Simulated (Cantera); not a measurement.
A closed system holds: 1 mol Al2O3, 1.5 mol Cl2, 13 mol N2, held at 728 Torr.

Cantera equilibrium calculation (NASA polynomials, part measured and part estimated; ideal gas, pure solids and liquids). Candidate condensed phases: Al, AlCl3, AlN, Al2O3; 24 gas species. Condensed phases not in the tables: AlOCl. Equilibrium is a limit: real reactors are often held back by kinetics, nucleation or transport.

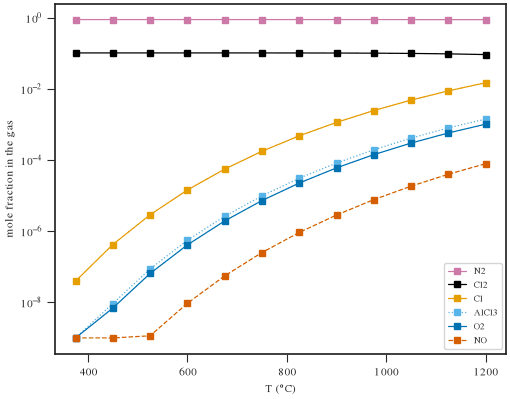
Figure: Equilibrium gas composition (values under 1e-9 drawn at 1e-9)

From 375 °C to 1200 °C the condensed part is Al2O3(s).
